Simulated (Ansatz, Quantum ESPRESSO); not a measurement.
# RbCdH3 (Pm-3m): zone-centre phonons

Aim: the zone-centre modes of RbCdH3 (Pm-3m).

Method: DFT LDA, scalar-relativistic, plane waves, PseudoDojo norm-conserving pseudopotentials, in Quantum ESPRESSO 8.0 development, patched.

The structure was built from a prototype and need not be the compound's stable phase.

### 1. Starting point

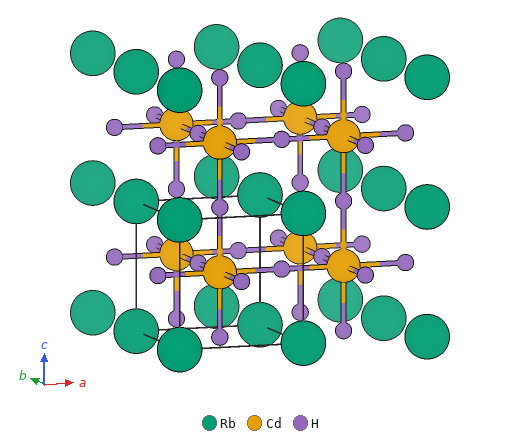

Start, viewed slightly off an axis; rubidium teal, cadmium orange, hydrogen purple. 2×2×2 cells are drawn. Some periodic images of atoms are drawn too.

### 2. A first look

Before anything dear is run, a loose run with smearing shows whether this is a metal and how far the cell is from rest.

Contents of probe.in:

```
 &control
    calculation='scf',
    prefix='x',
    outdir='./tmp',
    pseudo_dir='./pseudo',
    tprnfor=.true.,
    tstress=.true.,
    verbosity='high',
 /
 &system
    ibrav=0,
    nat=5,
    ntyp=3,
    ecutwfc=102.0,
    occupations='smearing',
    smearing='gaussian',
    degauss=0.01,
 /
 &electrons
    conv_thr=1.0d-07,
    mixing_beta=0.7,
    electron_maxstep=100,
 /
ATOMIC_SPECIES
 Rb     85.4678  Rb.upf
 Cd    112.4140  Cd.upf
 H       1.0080  H.upf
CELL_PARAMETERS angstrom
     4.559000000    0.000000000    0.000000000
     0.000000000    4.559000000    0.000000000
     0.000000000    0.000000000    4.559000000
ATOMIC_POSITIONS crystal
 Rb     0.000000000   0.000000000   0.000000000
 Cd     0.500000000   0.500000000   0.500000000
 H      0.500000000   0.500000000   0.000000000
 H      0.500000000   0.000000000   0.500000000
 H      0.000000000   0.500000000   0.500000000
K_POINTS automatic
 4 4 4 0 0 0
```

Launch:

```
$ OMP_NUM_THREADS=1 mpirun -n 4 pw.x -nk 4 -in probe.in > probe.out
```

Output:

```text
[banners, grids, parts of the stress and lines that vanish by symmetry left out]
Program PWSCF v.8.0dev
     In Cd.upf r*V + 2Z of the local potential adds  1.5E-02 Ry bohr^3 between 6 and 10 bohr.
     Times the mean valence density, that enters the energy per atom
[...]
kinetic-energy cutoff     =     102.0000  Ry
     charge density cutoff     =     408.0000  Ry
     scf convergence threshold =      1.0E-07
[...]
Exchange-correlation= SLA-PW-NOGX-NOGC
                           (   1   4   0   0   0   0   0)
[...]
48 Sym. Ops., with inversion, found
[...]
(     0          1          0      )
                  (     0          0          1      )
[...]
(  0.0000000  1.0000000  0.0000000 )
                  (  0.0000000  0.0000000  1.0000000 )
[...]
(     0         -1          0      )
[...]
( -1.0000000  0.0000000  0.0000000 )
                  (  0.0000000  1.0000000  0.0000000 )
[...]
number of k points=    10  Gaussian smearing, width (Ry)=  0.0100
[...]
End of self-consistent calculation
[...]
the Fermi energy is     4.1579 ev
!    total energy              =    -408.19712213 Ry
[...]
convergence has been achieved in   6 iterations
[...]
atom    1 type  1   force =     0.00000000    0.00000000    0.00000000
     atom    2 type  2   force =     0.00000000    0.00000000    0.00000000
     atom    3 type  3   force =     0.00000000    0.00000000    0.00000000
     atom    4 type  3   force =     0.00000000    0.00000000    0.00000000
     atom    5 type  3   force =     0.00000000    0.00000000    0.00000000
[...]
Total force =     0.000000     Total SCF correction =     0.000000
[...]
total   stress  (Ry/bohr**3)                   (kbar)     P=      -78.61
[...]
XML data file, charge density, pseudopotentials, collected wavefunctions

   JOB DONE.
```

The job ended after 8.2 s (4 MPI ranks of Intel Xeon Platinum 8488C (Sapphire Rapids), shared host; 32 s of CPU time).

Numbers from this step:

| Item | Value |
| --- | --- |
| volume per atom | 18.95 Å³ |
| pressure | -7.861 GPa |
| gap on the k-mesh | 0 eV |

No gap opens on this mesh, so smearing is kept; the start stands at -7.9 GPa.

### 3. Relaxation

The relaxation runs at a cutoff a fifth above that of the response, since stress converges more slowly with the basis than frequencies do. Forces and stress are brought to rest with tight thresholds.

Contents of relax.in:

```
 &control
    calculation='vc-relax',
    prefix='x',
    outdir='./tmp',
    pseudo_dir='./pseudo',
    tprnfor=.true.,
    tstress=.true.,
    forc_conv_thr=2.0d-05,
    etot_conv_thr=1.0d-07,
    nstep=40,
 /
 &system
    ibrav=0,
    nat=5,
    ntyp=3,
    ecutwfc=122,
    occupations='smearing',
    smearing='mv',
    degauss=0.02,
 /
 &electrons
    conv_thr=1.0d-11,
    mixing_beta=0.7,
    electron_maxstep=100,
 /
 &ions
 /
 &cell
    press_conv_thr=0.2,
 /
ATOMIC_SPECIES
 Rb     85.4678  Rb.upf
 Cd    112.4140  Cd.upf
 H       1.0080  H.upf
CELL_PARAMETERS angstrom
     4.559000000    0.000000000    0.000000000
     0.000000000    4.559000000    0.000000000
     0.000000000    0.000000000    4.559000000
ATOMIC_POSITIONS crystal
 Rb     0.000000000   0.000000000   0.000000000
 Cd     0.500000000   0.500000000   0.500000000
 H      0.500000000   0.500000000   0.000000000
 H      0.500000000   0.000000000   0.500000000
 H      0.000000000   0.500000000   0.500000000
K_POINTS automatic
 8 8 8 0 0 0
```

Launch:

```
$ OMP_NUM_THREADS=1 mpirun -n 4 pw.x -nk 4 -in relax.in > relax.out
```

Output:

```text
[banners, grids, parts of the stress and lines that vanish by symmetry left out]
[banner, memory and clock lines left out]
Program PWSCF v.8.0dev

[...]
kinetic-energy cutoff     =     122.0000  Ry
     charge density cutoff     =     488.0000  Ry
     scf convergence threshold =      1.0E-11
[...]
energy convergence thresh.=      1.0E-07
     force convergence thresh. =      2.0E-05
     press convergence thresh. =      2.0E-01
     Exchange-correlation= SLA-PW-NOGX-NOGC
                           (   1   4   0   0   0   0   0)
[...]
48 Sym. Ops., with inversion, found
[...]
number of k points=    35  Marzari-Vanderbilt smearing, width (Ry)=  0.0200
[...]
End of self-consistent calculation
[...]
the Fermi energy is     3.8340 ev
!    total energy              =    -408.19604187 Ry
[...]
convergence has been achieved in   9 iterations
[...]
atom    1 type  1   force =     0.00000000    0.00000000    0.00000000
     atom    2 type  2   force =     0.00000000    0.00000000    0.00000000
     atom    3 type  3   force =     0.00000000    0.00000000    0.00000000
     atom    4 type  3   force =     0.00000000    0.00000000    0.00000000
     atom    5 type  3   force =     0.00000000    0.00000000    0.00000000
     Total force =     0.000000     Total SCF correction =     0.000000
[...]
total   stress  (Ry/bohr**3)                   (kbar)     P=      -78.52
[...]
number of bfgs steps    =   0
[...]
CELL_PARAMETERS (angstrom)
[...]
ATOMIC_POSITIONS (crystal)
Rb               0.0000000000        0.0000000000        0.0000000000
Cd               0.5000000000        0.5000000000        0.5000000000
H                0.5000000000        0.5000000000        0.0000000000
H                0.5000000000        0.0000000000        0.5000000000
[...]
New effective cutoffs (rho, wfc):  501.03  125.31
[...]
End of self-consistent calculation
[...]
the Fermi energy is     4.2062 ev
!    total energy              =    -408.20929090 Ry
[...]
convergence has been achieved in   6 iterations
[...]
atom    1 type  1   force =     0.00000000    0.00000000    0.00000000
     atom    2 type  2   force =     0.00000000    0.00000000    0.00000000
     atom    3 type  3   force =     0.00000000    0.00000000    0.00000000
     atom    4 type  3   force =     0.00000000    0.00000000    0.00000000
     atom    5 type  3   force =     0.00000000    0.00000000    0.00000000
     Total force =     0.000000     Total SCF correction =     0.000000
[...]
total   stress  (Ry/bohr**3)                   (kbar)     P=      -75.59
[...]
number of bfgs steps    =   1
[...]
WARNING: bfgs curvature condition failed, Theta= 0.854
[...]
CELL_PARAMETERS (angstrom)
[...]
ATOMIC_POSITIONS (crystal)
[...]
New effective cutoffs (rho, wfc):  521.99  130.55
[...]
End of self-consistent calculation
[...]
the Fermi energy is     4.8083 ev
!    total energy              =    -408.22734381 Ry
[...]
convergence has been achieved in   8 iterations
[...]
atom    1 type  1   force =     0.00000000    0.00000000    0.00000000
     atom    2 type  2   force =     0.00000000    0.00000000    0.00000000
     atom    3 type  3   force =     0.00000000    0.00000000    0.00000000
[...]
convergence has been achieved in   9 iterations
[...]
Total force =     0.000000     Total SCF correction =     0.000000
[...]
total   stress  (Ry/bohr**3)                   (kbar)     P=       -0.74
[...]
number of bfgs steps    =   4
[...]
CELL_PARAMETERS (angstrom)
[...]
ATOMIC_POSITIONS (crystal)
[...]
New effective cutoffs (rho, wfc):  614.41  153.66
[...]
the Fermi energy is     7.6494 ev
!    total energy              =    -408.26359939 Ry
[...]
convergence has been achieved in   6 iterations
[...]
Total force =     0.000000     Total SCF correction =     0.000000
[...]
total   stress  (Ry/bohr**3)                   (kbar)     P=        0.21
[...]
number of bfgs steps    =   5
[...]
CELL_PARAMETERS (angstrom)
[...]
ATOMIC_POSITIONS (crystal)
[...]
New effective cutoffs (rho, wfc):  614.23  153.62
[...]
the Fermi energy is     7.6436 ev
!    total energy              =    -408.26359953 Ry
[...]
convergence has been achieved in   5 iterations
[...]
Total force =     0.000000     Total SCF correction =     0.000000
[...]
total   stress  (Ry/bohr**3)                   (kbar)     P=       -0.00
[...]
number of bfgs steps    =   6
[...]
small trust_radius: resetting bfgs history
[...]
CELL_PARAMETERS (angstrom)
[...]
ATOMIC_POSITIONS (crystal)
[...]
New effective cutoffs (rho, wfc):  614.23  153.62
[...]
End of self-consistent calculation
[...]
the Fermi energy is     7.6436 ev
!    total energy              =    -408.26359953 Ry
[...]
convergence has been achieved in   1 iterations
[...]
atom    3 type  3   force =     0.00000000    0.00000000    0.00000000
     atom    4 type  3   force =     0.00000000    0.00000000    0.00000000
     atom    5 type  3   force =     0.00000000    0.00000000    0.00000000
     Total force =     0.000000     Total SCF correction =     0.000000
[...]
total   stress  (Ry/bohr**3)                   (kbar)     P=        0.00
[...]
bfgs converged in   8 scf cycles and   7 bfgs steps
[...]
End of BFGS Geometry Optimization
     Final enthalpy           =    -408.2635995311 Ry
     File ./tmp/x.bfgs deleted, as requested
[...]
CELL_PARAMETERS (angstrom)
[...]
ATOMIC_POSITIONS (crystal)
[...]
H                0.5000000000        0.0000000000        0.5000000000
H                0.0000000000        0.5000000000        0.5000000000
[...]
Final scf calculation at the relaxed structure.
[...]
kinetic-energy cutoff     =     122.0000  Ry
     charge density cutoff     =     488.0000  Ry
     scf convergence threshold =      1.0E-13
[...]
press convergence thresh. =      2.0E-01
     Exchange-correlation= SLA-PW-NOGX-NOGC
                           (   1   4   0   0   0   0   0)
[...]
48 Sym. Ops., with inversion, found
[...]
number of k points=    35  Marzari-Vanderbilt smearing, width (Ry)=  0.0200
[...]
End of self-consistent calculation
[...]
the Fermi energy is     7.6436 ev
!    total energy              =    -408.26352664 Ry
[...]
convergence has been achieved in  11 iterations
[...]
atom    1 type  1   force =     0.00000000    0.00000000    0.00000000
     atom    2 type  2   force =     0.00000000    0.00000000    0.00000000
     atom    3 type  3   force =     0.00000000    0.00000000    0.00000000
     atom    4 type  3   force =     0.00000000    0.00000000    0.00000000
     atom    5 type  3   force =     0.00000000    0.00000000    0.00000000
     Total force =     0.000000     Total SCF correction =     0.000000
[...]
total   stress  (Ry/bohr**3)                   (kbar)     P=        0.04
[...]
XML data file, charge density, pseudopotentials, collected wavefunctions
```

The job ended after 3.8 min (4 MPI ranks).

Relaxation path:

```csv
step,energy less that of the first step (eV),largest force (eV/Å),pressure (GPa),volume (Å³)
1,0.0000,0.0000,-7.85,94.76
2,-0.1803,0.0000,-7.56,91.01
3,-0.4259,0.0000,-6.88,85.59
4,-0.7208,0.0000,-5.16,77.86
5,-0.9191,0.0000,-0.07,67.16
6,-0.9192,0.0000,0.02,67.02
7,-0.9192,0.0000,0.00,67.05
8,-0.9192,0.0000,0.00,67.05
9,-0.9182,0.0000,0.00,67.05
```

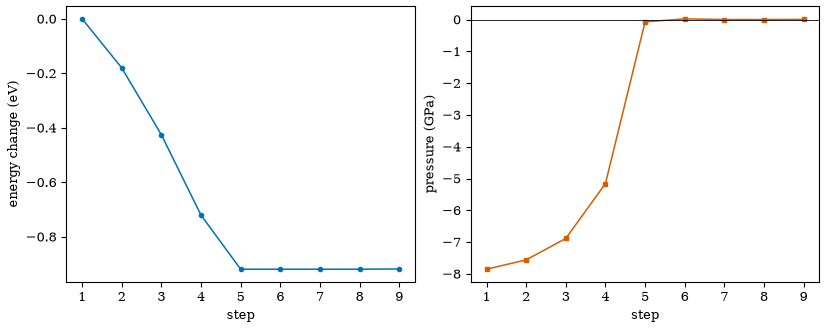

Energy and pressure along the relaxation.

```
conventional cell, symmetrised  before  after   change
                         a (Å)   4.559  4.063  -10.9 %
                         b (Å)   4.559  4.063  -10.9 %
                         c (Å)   4.559  4.063  -10.9 %
              volume (Å³/atom)   18.95  13.41  -29.2 %
```

The relaxed structure:

```xyz
5
Lattice="4.0626 0.0000 0.0000 0.0000 4.0626 0.0000 0.0000 0.0000 4.0626" Properties=species:S:1:pos:R:3 pbc="T T T"
Rb    0.0000    0.0000    0.0000
Cd    2.0313    2.0313    2.0313
H     2.0313    2.0313    0.0000
H     2.0313    0.0000    2.0313
H     0.0000    2.0313    2.0313
```

The last row of the table of steps is pw.x's closing run on a basis chosen anew for the final cell, so its energy can jump.

Numbers from this step:

| Quantity | Value |
| --- | --- |
| volume per atom | 13.41 Å³ |
| pressure | 0.004 GPa |

The volume changes by -29.2 % from the cell with which this run began.

### 4. Self-consistent run for the response

Perturbation theory inherits every error of the wavefunctions, so the threshold is set near the limit of the arithmetic. Smearing stays on, as the first look found no gap above 0.3 eV.

Contents of scf.in:

```
 &control
    calculation='scf',
    prefix='x',
    outdir='./tmp',
    pseudo_dir='./pseudo',
    tprnfor=.true.,
    tstress=.true.,
 /
 &system
    ibrav=0,
    nat=5,
    ntyp=3,
    ecutwfc=102.0,
    occupations='smearing',
    smearing='mv',
    degauss=0.02,
 /
 &electrons
    conv_thr=1.0d-12,
    mixing_beta=0.7,
    electron_maxstep=100,
 /
ATOMIC_SPECIES
 Rb     85.4678  Rb.upf
 Cd    112.4140  Cd.upf
 H       1.0080  H.upf
CELL_PARAMETERS angstrom
     4.062574897    0.000000000    0.000000000
     0.000000000    4.062574897    0.000000000
     0.000000000    0.000000000    4.062574897
ATOMIC_POSITIONS crystal
 Rb     0.000000000   0.000000000   0.000000000
 Cd     0.500000000   0.500000000   0.500000000
 H      0.500000000   0.500000000   0.000000000
 H      0.500000000   0.000000000   0.500000000
 H      0.000000000   0.500000000   0.500000000
K_POINTS automatic
 8 8 8 0 0 0
```

Launch:

```
$ OMP_NUM_THREADS=1 mpirun -n 4 pw.x -nk 4 -in scf.in > scf.out
```

Output:

```text
[banners, grids, parts of the stress and lines that vanish by symmetry left out]
[banner, memory and clock lines left out]
Program PWSCF v.8.0dev

[...]
kinetic-energy cutoff     =     102.0000  Ry
     charge density cutoff     =     408.0000  Ry
     scf convergence threshold =      1.0E-12
[...]
Exchange-correlation= SLA-PW-NOGX-NOGC
                           (   1   4   0   0   0   0   0)
[...]
48 Sym. Ops., with inversion, found
[...]
number of k points=    35  Marzari-Vanderbilt smearing, width (Ry)=  0.0200
[...]
End of self-consistent calculation
[...]
the Fermi energy is     7.6436 ev
!    total energy              =    -408.26342889 Ry
[...]
convergence has been achieved in  10 iterations
[...]
atom    1 type  1   force =     0.00000000    0.00000000    0.00000000
     atom    2 type  2   force =     0.00000000    0.00000000    0.00000000
     atom    3 type  3   force =     0.00000000    0.00000000    0.00000000
     atom    4 type  3   force =     0.00000000    0.00000000    0.00000000
     atom    5 type  3   force =     0.00000000    0.00000000    0.00000000
     Total force =     0.000000     Total SCF correction =     0.000000
[...]
total   stress  (Ry/bohr**3)                   (kbar)     P=       -0.26
[...]
XML data file, charge density, pseudopotentials, collected wavefunctions
```

Elapsed: 18 s, on 4 MPI ranks; 69 s of CPU time.

Read from the output:

- pressure: -0.02600 GPa

The cell stands at -0.026 GPa, close enough for phonons.

[end of part 1 of 3]

[Host names and launcher messages were left out of these logs when they were recorded.]

[Logs are printed without paths, hosts, clocks, repeated set-up lines and the standing remarks that a program may print on its own settings, such as how far it seeks lower states.]

[Hosts, paths, dates, database ids (printed as entryN), source tags and the programs' standing remarks are cut or masked in the printed files.]
